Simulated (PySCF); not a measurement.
System: C6H7FO (SMILES C=CC(=C)O/C=C\F).

Input

```
{"job": {"kind": "uv", "xc": "PBE0", "basis": "def2-SVPD", "nstates": 6, "ntriplets": 2}, "charge": 0, "multiplicity": 1}
C     -1.945934     1.596433    -0.368201
C     -1.843969     0.463054     0.314049
C     -0.608109    -0.303823     0.444688
C     -0.546055    -1.443651     1.137487
O      0.458017     0.287874    -0.180452
C      1.542762    -0.448530    -0.505398
C      2.717750     0.088878    -0.808235
F      2.952352     1.411909    -0.758049
H     -1.097232     2.023233    -0.874497
H     -2.876023     2.133164    -0.436554
H     -2.695445     0.038540     0.825965
H      0.363964    -1.997606     1.282599
H     -1.429433    -1.840823     1.599877
H      1.426679    -1.523300    -0.567649
H      3.576261    -0.477364    -1.127540
```

Launched as:

```sh
OMP_NUM_THREADS=1 python probes_run.py task.json out
```

Geometry: GFN2-xTB.

Computed with PySCF 2.14.0, PBE0/def2-SVPD, SCF density, gas phase.

Question: Predict the electron density and electron localisation function between the atoms.

Answer: C–C (1.33 Å): ρ at the midpoint is about 2.3 e/Å³; the ELF peaks at about 0.95 between the atoms (a short, multiple covalent bond).
C–O (1.37 Å): ρ is about 2.3 e/Å³ halfway, with its minimum of 1.8 e/Å³ about 0.5 Å from C; the ELF peaks at about 0.90 between the atoms, as expected for a polar covalent bond.
C–H (1.07 Å): ρ is about 2 e/Å³ halfway; the ELF climbs to about 1 towards the hydrogen, as it does in any bond to H; an ordinary covalent bond to hydrogen.
C–C (1.46 Å): ρ is about 1.9 e/Å³ halfway; the ELF peaks at about 0.95 between the atoms: localised, covalent bonding.

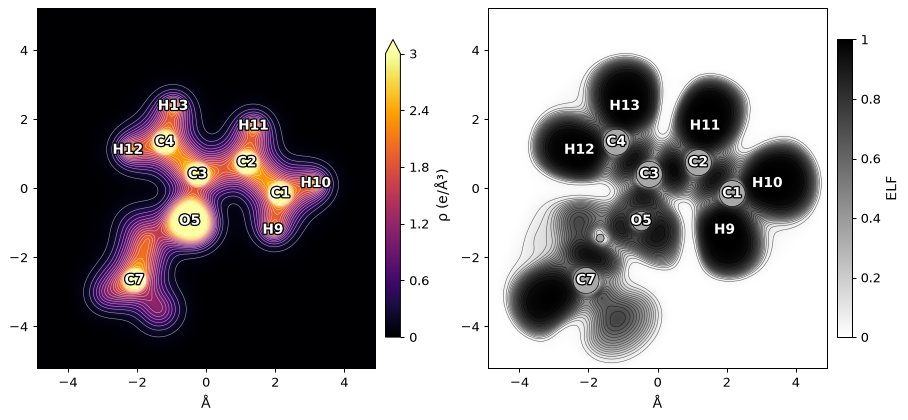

Computed electron density and electron localisation function on the plane of atoms C2, C3 and C4, in this order. Grey discs cover the atomic cores in the ELF map. 
